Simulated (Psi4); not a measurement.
Interaction energy of CHF3 ··· BF3 (SMILES FC(F)F and FB(F)F). Monomers: optimised at B3LYP-D3(BJ) (def2-TZVP), held rigid. Orientation: lowest of the rigid-body minima from ten starts at GFN2-xTB. Only R, the distance of the centres of mass, is varied, so the lowest point isn't the relaxed dimer.

Method: SAPT0/jun-cc-pVDZ, frozen core (Psi4 1.11).

Components in kcal/mol:

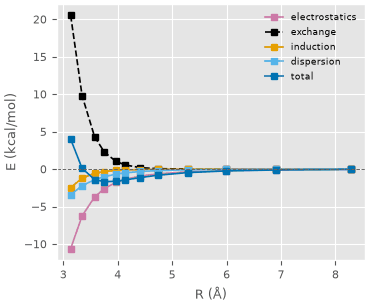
*Components of the interaction energy.*

```csv
R / Å,electrostatics,exchange,induction,dispersion,total
3.13,-10.62,20.51,-2.48,-3.42,3.99
3.34,-6.26,9.79,-1.21,-2.22,0.10
3.57,-3.72,4.32,-0.58,-1.41,-1.40
3.75,-2.60,2.25,-0.34,-1.01,-1.69
3.96,-1.79,1.04,-0.19,-0.69,-1.62
4.13,-1.37,0.55,-0.12,-0.51,-1.46
4.41,-0.94,0.19,-0.06,-0.32,-1.13
4.73,-0.64,0.05,-0.03,-0.20,-0.82
5.28,-0.37,0.01,-0.01,-0.09,-0.47
5.98,-0.20,0.00,0.00,-0.04,-0.25
6.91,-0.10,0.00,0.00,-0.02,-0.12
8.28,-0.04,0.00,0.00,-0.01,-0.05
```
